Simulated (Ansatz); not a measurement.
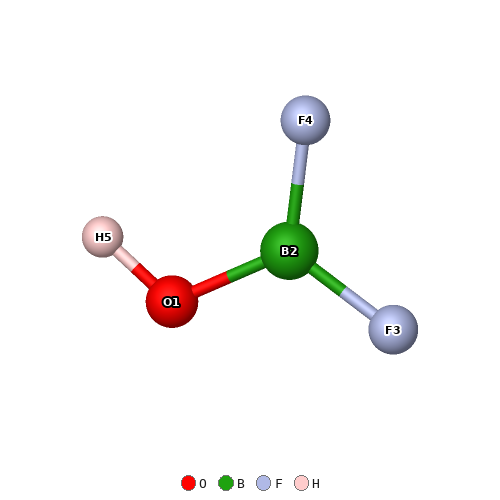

The system is BF₂HO, SMILES OB(F)F; the picture shows the grid point nearest to the relaxed geometry. Two internal coordinates are moved rigidly from the geometry relaxed at PBE0-D4/def2-TZVP, all others fixed. The first coordinate is: bond B2–F3; the second: bond B2–F4. The scan uses a 7 × 7 grid. Points are written as (first, second). Energies are in eV, from the lowest grid point. All numbers below come from RKS PBE-D4/def2-TZVPP (Ansatz 0.2.0).

Its coordinates:

```yaml
atoms:
  - { symbol: O, position_ang: [0.0213, 0.9834, 0.1843] }
  - { symbol: B, position_ang: [0.1134, -0.3577, 0.1293] }
  - { symbol: F, position_ang: [0.6949, -1.0116, 1.1216] }
  - { symbol: F, position_ang: [-0.3719, -1.0739, -0.9149] }
  - { symbol: H, position_ang: [-0.4154, 1.3683, -0.5791] }
```

Range: bond B2–F3 from 1.159 to 1.844 Å; bond B2–F4 from 1.195 to 1.593 Å.

Question: Predict the map.

Answer: The lowest grid point is at (1.323 Å, 1.356 Å). No other kind of well shows on this grid. The highest grid point, (1.844 Å, 1.593 Å), lies 3.26 eV above the lowest. Round the minimum the two coordinates are weakly coupled (coupling 0.10 in units of the two stiffnesses).

| bond B2–F4 ↓, bond B2–F3 → | 1.159 | 1.226 | 1.323 | 1.437 | 1.563 | 1.699 | 1.844 |
| --- | --- | --- | --- | --- | --- | --- | --- |
| 1.593 | 1.51 | 0.96 | 0.76 | 1.02 | 1.63 | 2.41 | 3.26 |
| 1.509 | 1.19 | 0.62 | 0.38 | 0.63 | 1.21 | 1.98 | 2.82 |
| 1.430 | 0.97 | 0.38 | 0.12 | 0.34 | 0.90 | 1.65 | 2.48 |
| 1.356 | 0.90 | 0.29 | 0.00 | 0.19 | 0.73 | 1.46 | 2.27 |
| 1.290 | 1.02 | 0.38 | 0.06 | 0.23 | 0.74 | 1.45 | 2.25 |
| 1.234 | 1.31 | 0.65 | 0.30 | 0.44 | 0.93 | 1.62 | 2.40 |
| 1.195 | 1.66 | 0.97 | 0.60 | 0.72 | 1.19 | 1.87 | 2.64 |

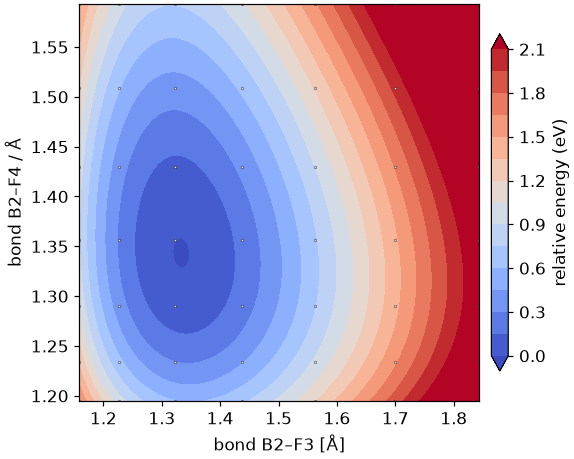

Drawn: filled contours, dots at the grid points, one colour for all values above the top of the scale. Between grid points the surface is interpolated.
